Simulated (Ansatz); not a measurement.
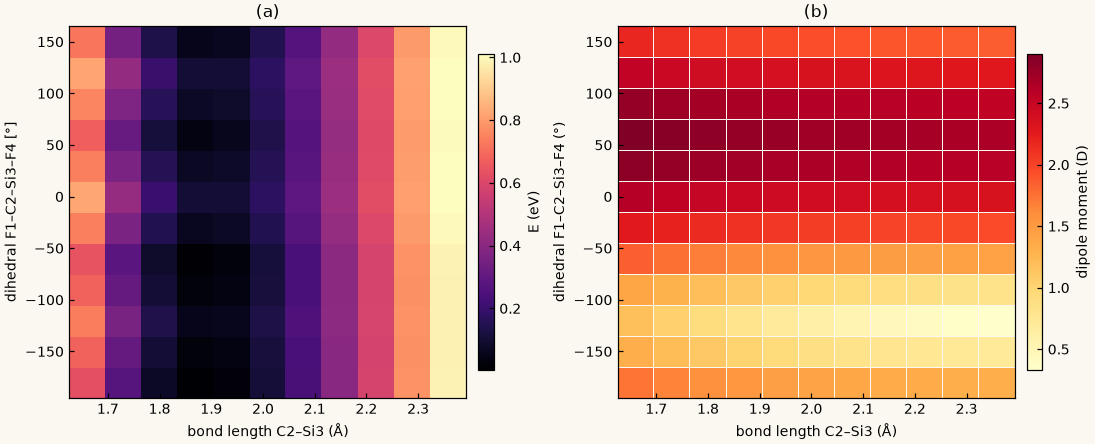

CH₃F₃Si, SMILES FC[SiH](F)F. First axis: bond length C2–Si3. Second axis: dihedral F1–C2–Si3–F4. Nothing is relaxed (all other coordinates rigid). The grid has 11 × 12 points. Energies: eV, counted from the relaxed molecule at the same level. All numbers below come from RKS PBE-D4/def2-TZVP in Ansatz 0.2.0.

Panel (a) is the energy; panel (b) is the computed dipole moment, in D.

In the figure: one coloured cell a grid point.

Question: How does the dipole moment vary over the map, and what is it at the lowest grid point?

Answer: Leaving out the highest fifth of the energies, it runs from 0.41 D at bond length C2–Si3 = 2.218 Å, dihedral F1–C2–Si3–F4 = −120° to 2.90 D at bond length C2–Si3 = 1.660 Å, dihedral F1–C2–Si3–F4 = 60°. At the lowest grid point, bond length C2–Si3 = 1.869 Å, dihedral F1–C2–Si3–F4 = −180°, it is 1.52 D.
